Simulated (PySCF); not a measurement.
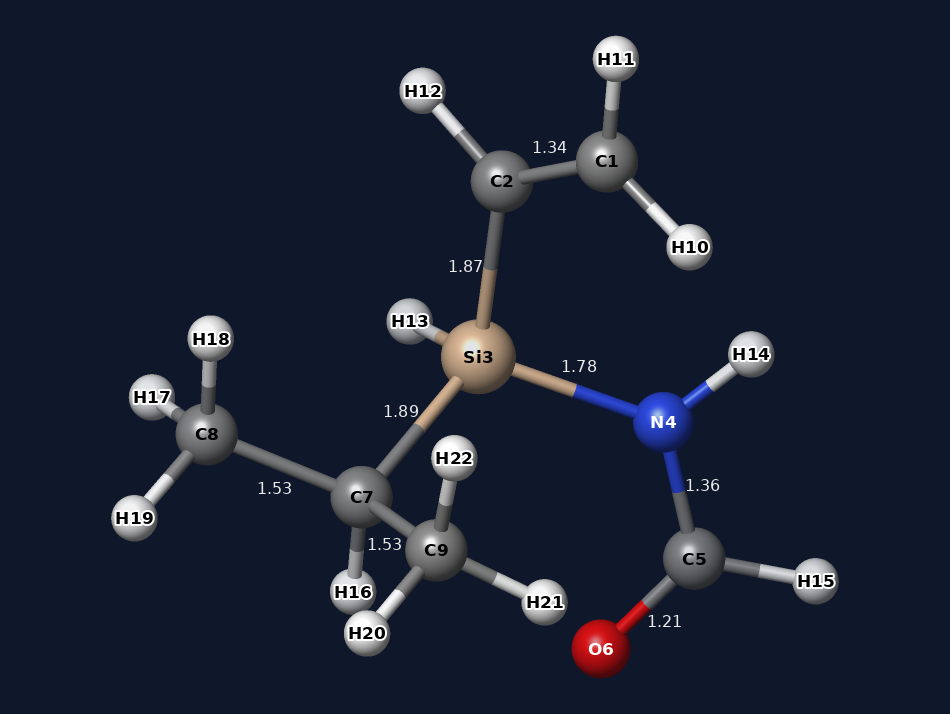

The numbers beside the sticks are distances in Å. Sticks don't show bond order. The computed structure is the end point of a PBE0-D3(BJ)/def2-SVP optimisation. No frequency run is at hand to confirm it as a minimum.

Question: Which of the marked bonds are single, double, triple or aromatic?

Answer: C1–C2 double; C2–Si3 single; Si3–N4 single; Si3–C7 single; N4–C5 single; C5–O6 double; C7–C8 single; C7–C9 single.

Question: Write the SMILES.

Answer: C=C[Si@@H](NC=O)C(C)C
